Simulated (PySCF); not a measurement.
C$_{2}$H$_{3}$Al (charge +1): geometry relaxation (part 1 of 2)

System: C$_{2}$H$_{3}$Al, charge +1, multiplicity 2.
Method: HF/3-21G, UHF (PySCF 2.14.0).

The atoms were displaced at random from an optimised geometry. The geometry is that of the parent species in another charge or spin state.

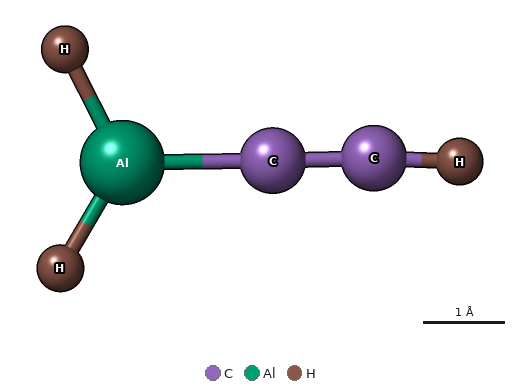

*The starting structure (ball-and-stick view, seen on its broad side). Sticks mark near contacts.*

## Input (job.py)
```python
from pyscf import gto, scf, symm
from pyscf.hessian import thermo
from pyscf.geomopt.geometric_solver import kernel as optimise

mol = gto.M(
    atom='start.xyz',
    max_memory=1860,
    basis='3-21g',
    verbose=3,
    charge=1,
    spin=1,
)

mf = scf.UHF(mol)
mf.conv_tol = 1e-10
mf = mf.newton()
converged, mol_eq = optimise(mf, maxsteps=80)
print('converged:', converged)
print(mol_eq.tostring())

mf.reset(mol_eq)
mol = mol_eq
mf.kernel()
etot = mf.e_tot
print('Final energy', etot)
hess = mf.Hessian().kernel()
modes = thermo.harmonic_analysis(mol, hess)
thermo.dump_normal_mode(mol, modes)
symm.geom.TOLERANCE = 1e-3  # for the symmetry number
th = thermo.thermo(mf, modes['freq_au'], 298.15, 101325)
thermo.dump_thermo(mol, th)
```

## File start.xyz
```
6
C2H3Al
C     -0.799406    -1.647717    -0.263270
C     -0.251724    -0.518866    -0.101634
Al     0.581538     1.146070     0.166358
H     -1.270168    -2.589197    -0.473238
H      1.367941     1.825089    -0.959589
H      0.426532     1.783830     1.613619
```

Launched with:
```bash
OMP_NUM_THREADS=1 python job.py
```

## What the program printed
```
[file] SyntaxWarning: invalid escape sequence '\W'
  S = {(paw_set(r)[0], bool(re.search(r"spin_orbit\W+true|paw_fr", str((r.get("files") or {}).get("input") or "")) or re.search("(?i)spin.orbit\W+(value\W+)?(true|yes)|value\W+spin-orbit", json.dumps(r.get("inputs"), default=str)))) for r in records}

#|     Arguments passed to driver run_optimizer():      |#
customengine              <pyscf.geomopt.geometric_solver.PySCFEngine object>
maxiter                   80
----------------------------------------------------------
Custom engine selected.
Bonds will be generated from interatomic distances less than 1.20 times sum of covalent radii
18 internal coordinates being used (instead of 18 Cartesians)
Internal coordinate system (atoms numbered from 1):
Distance 1-2
Distance 1-4
Distance 2-3
Distance 3-5
Distance 3-6
Angle 2-3-6
Angle 5-3-6
LinearAngleX 2-1-4
LinearAngleY 2-1-4
LinearAngleX 1-2-3
LinearAngleY 1-2-3
Out-of-Plane 3-2-5-6
Translation-X 1-6
Translation-Y 1-6
Translation-Z 1-6
Rotation-A 1-6
Rotation-B 1-6
Rotation-C 1-6
<class 'geometric.internal.Distance'> : 5
<class 'geometric.internal.Angle'> : 2
<class 'geometric.internal.LinearAngle'> : 4
<class 'geometric.internal.OutOfPlane'> : 1
<class 'geometric.internal.TranslationX'> : 1
<class 'geometric.internal.TranslationY'> : 1
<class 'geometric.internal.TranslationZ'> : 1
<class 'geometric.internal.RotationA'> : 1
<class 'geometric.internal.RotationB'> : 1
<class 'geometric.internal.RotationC'> : 1
> ===== Optimization Info: ====
> Job type: Energy minimization
> Maximum number of optimization cycles: 80
> Initial / maximum trust radius (Angstrom): 0.100 / 0.300
> Convergence Criteria:
> Will converge when all 5 criteria are reached:
>  |Delta-E| < 1.00e-06
>  RMS-Grad  < 3.00e-04
>  Max-Grad  < 4.50e-04
>  RMS-Disp  < 1.20e-03
>  Max-Disp  < 1.80e-03
> === End Optimization Info ===

Geometry optimization cycle 1
Cartesian coordinates (Angstrom)
 Atom        New coordinates             dX        dY        dZ
   C  -0.799406  -1.647717  -0.263270    0.000000  0.000000  0.000000
   C  -0.251724  -0.518866  -0.101634    0.000000  0.000000  0.000000
  Al   0.581538   1.146070   0.166358    0.000000  0.000000  0.000000
   H  -1.270168  -2.589197  -0.473238    0.000000  0.000000  0.000000
   H   1.367941   1.825089  -0.959589    0.000000  0.000000  0.000000
   H   0.426532   1.783830   1.613619   -0.000000  0.000000  0.000000

WARN: Mole.unit (angstrom) is changed to Bohr

WARN: HOMO -0.278124813047575 >= LUMO -0.278124813047575

converged SCF energy = -317.227883721806  <S^2> = 0.79667472  2S+1 = 2.0461424
--------------- SecondOrderUHF_Scanner gradients ---------------
         x                y                z
0 C    -0.0061012574    -0.0166902157     0.0022874244
1 C     0.0337235415     0.0711758838     0.0096939577
2 Al    -0.0240703166    -0.0593287345    -0.0251070753
3 H    -0.0032956819    -0.0050299990    -0.0035423023
4 H    -0.0048931541     0.0014013129     0.0161166897
5 H     0.0046368685     0.0084717525     0.0005513059
----------------------------------------------
cycle 1: E = -317.227883722  dE = -317.228  norm(grad) = 0.108517
Step    0 : Gradient = 4.430e-02/7.936e-02 (rms/max) Energy = -317.2278837218
Hessian Eigenvalues: 4.50000e-02 5.00000e-02 5.00000e-02 ... 2.50000e-01 3.68095e-01 7.79103e-01

Geometry optimization cycle 2
Cartesian coordinates (Angstrom)
 Atom        New coordinates             dX        dY        dZ
   C  -0.805537  -1.664977  -0.297535   -0.006131 -0.017260 -0.034265
   C  -0.271108  -0.553025  -0.102550   -0.019384 -0.034159 -0.000916
  Al   0.607021   1.236706   0.246485    0.025483  0.090636  0.080127
   H  -1.260413  -2.604130  -0.504998    0.009755 -0.014933 -0.031760
   H   1.353551   1.742454  -1.049581   -0.014390 -0.082635 -0.089992
   H   0.431199   1.842180   1.690425    0.004667  0.058350  0.076806
converged SCF energy = -317.241314217912  <S^2> = 0.77112318  2S+1 = 2.0210128
--------------- SecondOrderUHF_Scanner gradients ---------------
         x                y                z
0 C     0.0018140245     0.0029628731     0.0043513118
1 C     0.0043399969     0.0081312989    -0.0027864365
2 Al    -0.0113267350    -0.0210042356    -0.0004206337
3 H    -0.0003050273    -0.0001498258    -0.0014730322
4 H     0.0024079746     0.0043707400     0.0000500254
5 H     0.0030697663     0.0056891494     0.0002787652
----------------------------------------------
cycle 2: E = -317.241314218  dE = -0.0134305  norm(grad) = 0.0276121
Step    1 : Displace = 8.576e-02/1.236e-01 (rms/max) Trust = 1.000e-01 (=) Grad = 1.127e-02/2.387e-02 (rms/max) E (change) = -317.2413142179 (-1.343e-02) Quality = 1.197
Hessian Eigenvalues: 4.50021e-02 5.00000e-02 5.00000e-02 ... 2.51451e-01 3.68351e-01 7.98290e-01

Geometry optimization cycle 3
Cartesian coordinates (Angstrom)
 Atom        New coordinates             dX        dY        dZ
   C  -0.803385  -1.660084  -0.310923    0.002152  0.004893 -0.013388
   C  -0.270780  -0.548284  -0.096954    0.000328  0.004741  0.005596
  Al   0.627037   1.286652   0.262446    0.020016  0.049946  0.015961
   H  -1.253416  -2.601976  -0.507869    0.006996  0.002154 -0.002871
   H   1.337581   1.692562  -1.078223   -0.015970 -0.049892 -0.028642
   H   0.417677   1.830338   1.713769   -0.013522 -0.011842  0.023343
converged SCF energy = -317.243385839406  <S^2> = 0.77217943  2S+1 = 2.0220578
--------------- SecondOrderUHF_Scanner gradients ---------------
         x                y                z
0 C    -0.0000658378     0.0001708299     0.0019210502
1 C     0.0017889079     0.0019461780    -0.0033090889
2 Al    -0.0048603586    -0.0064650517     0.0032606911
3 H     0.0002451373     0.0004492809    -0.0004159624
4 H     0.0007501898     0.0011741164    -0.0000013709
5 H     0.0021419614     0.0027246465    -0.0014553192
----------------------------------------------
cycle 3: E = -317.243385839  dE = -0.00207162  norm(grad) = 0.0106874
Step    2 : Displace = 3.630e-02/5.953e-02 (rms/max) Trust = 1.414e-01 (+) Grad = 4.363e-03/8.721e-03 (rms/max) E (change) = -317.2433858394 (-2.072e-03) Quality = 1.329
Hessian Eigenvalues: 4.49540e-02 5.00000e-02 5.00000e-02 ... 2.51992e-01 3.68764e-01 7.97558e-01

Geometry optimization cycle 4
Cartesian coordinates (Angstrom)
 Atom        New coordinates             dX        dY        dZ
   C  -0.805808  -1.657026  -0.306933   -0.002423  0.003058  0.003990
   C  -0.267273  -0.548101  -0.088146    0.003508  0.000182  0.008809
  Al   0.657070   1.310802   0.248774    0.030033  0.024150 -0.013672
   H  -1.261261  -2.599239  -0.490210   -0.007844  0.002736  0.017659
   H   1.350279   1.714513  -1.097516    0.012699  0.021951 -0.019293
   H   0.381704   1.778261   1.716276   -0.035973 -0.052078  0.002507
converged SCF energy = -317.244004762055  <S^2> = 0.77252204  2S+1 = 2.0223966
--------------- SecondOrderUHF_Scanner gradients ---------------
         x                y                z
0 C     0.0000500339     0.0001174952    -0.0002111217
1 C    -0.0009083042    -0.0014459908    -0.0007710801
2 Al     0.0002736766    -0.0004335168     0.0015122233
3 H     0.0001466848     0.0000390443     0.0001177540
4 H    -0.0000262390     0.0005755065    -0.0000904187
5 H     0.0004641480     0.0011474617    -0.0005573569
----------------------------------------------
cycle 4: E = -317.244004762  dE = -0.000618923  norm(grad) = 0.00288803
Step    3 : Displace = 3.464e-02/6.297e-02 (rms/max) Trust = 2.000e-01 (+) Grad = 1.179e-03/1.874e-03 (rms/max) E (change) = -317.2440047621 (-6.189e-04) Quality = 1.174
Hessian Eigenvalues: 4.07846e-02 5.00000e-02 5.00000e-02 ... 2.52710e-01 3.68645e-01 7.97290e-01

Geometry optimization cycle 5
Cartesian coordinates (Angstrom)
 Atom        New coordinates             dX        dY        dZ
   C  -0.803878  -1.652582  -0.302134    0.001930  0.004444  0.004799
   C  -0.272024  -0.539000  -0.089643   -0.004751  0.009102 -0.001498
  Al   0.638417   1.332910   0.231440   -0.018654  0.022108 -0.017335
   H  -1.255140  -2.598390  -0.477548    0.006121  0.000849  0.012662
   H   1.369677   1.714377  -1.099729    0.019397 -0.000136 -0.002212
   H   0.377662   1.741894   1.719860   -0.004042 -0.036366  0.003584
converged SCF energy = -317.24399863848  <S^2> = 0.7728587  2S+1 = 2.0227295
--------------- SecondOrderUHF_Scanner gradients ---------------
         x                y                z
0 C     0.0001163620     0.0001838082    -0.0006940321
1 C    -0.0004447148    -0.0019264764     0.0005726538
2 Al    -0.0014454370     0.0024641864    -0.0006097558
3 H    -0.0000210892    -0.0000051153     0.0001557396
4 H     0.0008647019    -0.0004102622     0.0002969765
5 H     0.0009301770    -0.0003061407     0.0002784180
----------------------------------------------
cycle 5: E = -317.243998638  dE = 6.12357e-06  norm(grad) = 0.00391979
Step    4 : Displace = 2.316e-02/3.716e-02 (rms/max) Trust = 2.828e-01 (+) Grad = 1.600e-03/2.921e-03 (rms/max) E (change) = -317.2439986385 (+6.124e-06) Quality = -0.071
Hessian Eigenvalues: 4.13112e-02 5.00000e-02 5.00000e-02 ... 2.55241e-01 3.68577e-01 7.97018e-01

Geometry optimization cycle 6
Cartesian coordinates (Angstrom)
 Atom        New coordinates             dX        dY        dZ
   C  -0.803667  -1.651108  -0.300267    0.000212  0.001474  0.001867
   C  -0.264628  -0.540706  -0.089005    0.007396 -0.001707  0.000638
  Al   0.654770   1.322585   0.234699    0.016353 -0.010325  0.003259
   H  -1.261201  -2.593840  -0.476120   -0.006061  0.004550  0.001429
   H   1.363306   1.722902  -1.103003   -0.006371  0.008525 -0.003274
   H   0.366133   1.739377   1.715941   -0.011529 -0.002518 -0.003919
converged SCF energy = -317.244082759043  <S^2> = 0.7729965  2S+1 = 2.0228658
--------------- SecondOrderUHF_Scanner gradients ---------------
         x                y                z
0 C     0.0001517272     0.0000445896    -0.0005845125
1 C    -0.0006610749    -0.0010468237     0.0005449220
2 Al     0.0001425587     0.0010342587    -0.0002361330
3 H     0.0000029479    -0.0000122533     0.0001192783
4 H     0.0001849487    -0.0000088486     0.0000708954
5 H     0.0001788924    -0.0000109227     0.0000855498
----------------------------------------------
cycle 6: E = -317.244082759  dE = -8.41206e-05  norm(grad) = 0.00185348
Step    5 : Displace = 1.144e-02/1.927e-02 (rms/max) Trust = 1.158e-02 (-) Grad = 7.567e-04/1.353e-03 (rms/max) E (change) = -317.2440827590 (-8.412e-05) Quality = 0.996
Hessian Eigenvalues: 4.24261e-02 5.00000e-02 5.00000e-02 ... 2.56923e-01 3.68577e-01 7.96973e-01

Geometry optimization cycle 7
Cartesian coordinates (Angstrom)
 Atom        New coordinates             dX        dY        dZ
   C  -0.802554  -1.649326  -0.299260    0.001113  0.001782  0.001006
   C  -0.260460  -0.539828  -0.091268    0.004167  0.000879 -0.002263
  Al   0.657947   1.318011   0.236205    0.003178 -0.004573  0.001507
   H  -1.262796  -2.590824  -0.474907   -0.001595  0.003016  0.001212
   H   1.360027   1.722894  -1.103604   -0.003279 -0.000007 -0.000601
   H   0.362548   1.738281   1.715080   -0.003585 -0.001096 -0.000861
converged SCF energy = -317.244095143999  <S^2> = 0.77312795  2S+1 = 2.0229957
--------------- SecondOrderUHF_Scanner gradients ---------------
         x                y                z
0 C     0.0001349170     0.0000199171    -0.0002641113
1 C    -0.0003145731    -0.0002483348     0.0002318860
2 Al     0.0001989078     0.0001135702     0.0000439603
3 H    -0.0000047806    -0.0000075980     0.0000337913
4 H    -0.0000284963     0.0000196792    -0.0000284292
5 H     0.0000140252     0.0001027664    -0.0000170970
----------------------------------------------
cycle 7: E = -317.244095144  dE = -1.2385e-05  norm(grad) = 0.000609448
Step    6 : Displace = 4.100e-03/5.680e-03 (rms/max) Trust = 1.638e-02 (+) Grad = 2.488e-04/4.630e-04 (rms/max) E (change) = -317.2440951440 (-1.238e-05) Quality = 1.180
Hessian Eigenvalues: 4.42562e-02 5.00000e-02 5.00000e-02 ... 2.61080e-01 3.68579e-01 7.96949e-01

Geometry optimization cycle 8
Cartesian coordinates (Angstrom)
 Atom        New coordinates             dX        dY        dZ
   C  -0.802274  -1.648396  -0.297835    0.000279  0.000930  0.001425
   C  -0.258417  -0.539046  -0.093542    0.002043  0.000782 -0.002274
  Al   0.658459   1.317420   0.234404    0.000512 -0.000591 -0.001801
   H  -1.264018  -2.589554  -0.471353   -0.001222  0.001269  0.003555
   H   1.361636   1.726442  -1.103449    0.001609  0.003548  0.000154
   H   0.359326   1.732342   1.714021   -0.003222 -0.005939 -0.001059
converged SCF energy = -317.244097985359  <S^2> = 0.77322097  2S+1 = 2.0230877
--------------- SecondOrderUHF_Scanner gradients ---------------
         x                y                z
0 C     0.0000863627    -0.0000372924    -0.0001547091
1 C    -0.0001160500     0.0000944530     0.0002341133
2 Al     0.0001105629    -0.0000978607    -0.0000224071
3 H    -0.0000071766     0.0000065861    -0.0000001269
4 H    -0.0000425345     0.0000119305    -0.0000207307
5 H    -0.0000311646     0.0000221836    -0.0000361395
----------------------------------------------
cycle 8: E = -317.244097985  dE = -2.84136e-06  norm(grad) = 0.000370851
Step    7 : Displace = 3.968e-03/6.779e-03 (rms/max) Trust = 2.316e-02 (+) Grad = 1.514e-04/2.778e-04 (rms/max) E (change) = -317.2440979854 (-2.841e-06) Quality = 1.348
Hessian Eigenvalues: 4.46332e-02 5.00000e-02 5.00000e-02 ... 2.52797e-01 3.68581e-01 7.97688e-01

Geometry optimization cycle 9
Cartesian coordinates (Angstrom)
 Atom        New coordinates             dX        dY        dZ
   C  -0.802304  -1.648106  -0.297103   -0.000030  0.000290  0.000733
   C  -0.257148  -0.538754  -0.096334    0.001269  0.000291 -0.002793
  Al   0.657981   1.317506   0.232954   -0.000478  0.000086 -0.001451
   H  -1.264977  -2.589281  -0.468109   -0.000960  0.000273  0.003244
   H   1.363441   1.729379  -1.102749    0.001804  0.002937  0.000700
   H   0.357720   1.728465   1.713587   -0.001606 -0.003878 -0.000434
converged SCF energy = -317.24409919918  <S^2> = 0.77323386  2S+1 = 2.0231005
--------------- SecondOrderUHF_Scanner gradients ---------------
         x                y                z
0 C     0.0000382906    -0.0000248952    -0.0000455817
1 C     0.0000246609     0.0001900376     0.0001419699
2 Al    -0.0000289466    -0.0001584411    -0.0000769786
3 H    -0.0000070626     0.0000021218    -0.0000192128
4 H    -0.0000131219    -0.0000037074    -0.0000000802
5 H    -0.0000138205    -0.0000051156    -0.0000001166
----------------------------------------------
cycle 9: E = -317.244099199  dE = -1.21382e-06  norm(grad) = 0.000306162
Step    8 : Displace = 3.004e-03/4.177e-03 (rms/max) Trust = 3.275e-02 (+) Grad = 1.250e-04/2.385e-04 (rms/max) E (change) = -317.2440991992 (-1.214e-06) Quality = 1.288
Hessian Eigenvalues: 4.14768e-02 5.00000e-02 5.00000e-02 ... 2.55346e-01 3.68614e-01 7.97433e-01

Geometry optimization cycle 10
Cartesian coordinates (Angstrom)
 Atom        New coordinates             dX        dY        dZ
   C  -0.802482  -1.648199  -0.296946   -0.000178 -0.000094  0.000157
   C  -0.256532  -0.538884  -0.098169    0.000616 -0.000129 -0.001835
  Al   0.657973   1.317892   0.232309   -0.000008  0.000386 -0.000645
   H  -1.265689  -2.589447  -0.466075   -0.000712 -0.000165  0.002033
   H   1.364545   1.731301  -1.102296    0.001105  0.001922  0.000452
   H   0.356897   1.726545   1.713424   -0.000822 -0.001920 -0.000164
converged SCF energy = -317.244099612388  <S^2> = 0.77323262  2S+1 = 2.0230992
--------------- SecondOrderUHF_Scanner gradients ---------------
         x                y                z
0 C     0.0000067993    -0.0000056569    -0.0000038738
1 C     0.0000424735     0.0001101332     0.0000635140
2 Al    -0.0000472772    -0.0000761378    -0.0000531784
3 H    -0.0000012688     0.0000000033    -0.0000145278
4 H     0.0000014839    -0.0000102881     0.0000048368
5 H    -0.0000022106    -0.0000180537     0.0000032291
----------------------------------------------
cycle 10: E = -317.244099612  dE = -4.13208e-07  norm(grad) = 0.000172064
Step    9 : Displace = 1.759e-03/2.238e-03 (rms/max) Trust = 4.632e-02 (+) Grad = 7.024e-05/1.340e-04 (rms/max) E (change) = -317.2440996124 (-4.132e-07) Quality = 1.334
Hessian Eigenvalues: 4.19938e-02 4.99999e-02 5.00000e-02 ... 2.55612e-01 3.68585e-01 7.97174e-01

Geometry optimization cycle 11
Cartesian coordinates (Angstrom)
 Atom        New coordinates             dX        dY        dZ
   C  -0.802637  -1.648425  -0.297059   -0.000155 -0.000226 -0.000114
   C  -0.256311  -0.539146  -0.099111    0.000221 -0.000262 -0.000942
  Al   0.658145   1.318067   0.232220    0.000172  0.000175 -0.000090
   H  -1.266121  -2.589710  -0.465187   -0.000432 -0.000263  0.000889
   H   1.364954   1.732242  -1.102027    0.000409  0.000941  0.000270
   H   0.356683   1.726181   1.713410   -0.000215 -0.000364 -0.000014
converged SCF energy = -317.244099731577  <S^2> = 0.77322353  2S+1 = 2.0230902
--------------- SecondOrderUHF_Scanner gradients ---------------
         x                y                z
0 C    -0.0000086011     0.0000008392     0.0000071137
1 C     0.0000219281     0.0000229435     0.0000064863
2 Al    -0.0000223704    -0.0000114878    -0.0000137340
3 H     0.0000024882    -0.0000007235    -0.0000051254
4 H     0.0000038897    -0.0000048780     0.0000022691
5 H     0.0000026655    -0.0000066935     0.0000029903
----------------------------------------------
cycle 11: E = -317.244099732  dE = -1.19189e-07  norm(grad) = 4.61902e-05
```
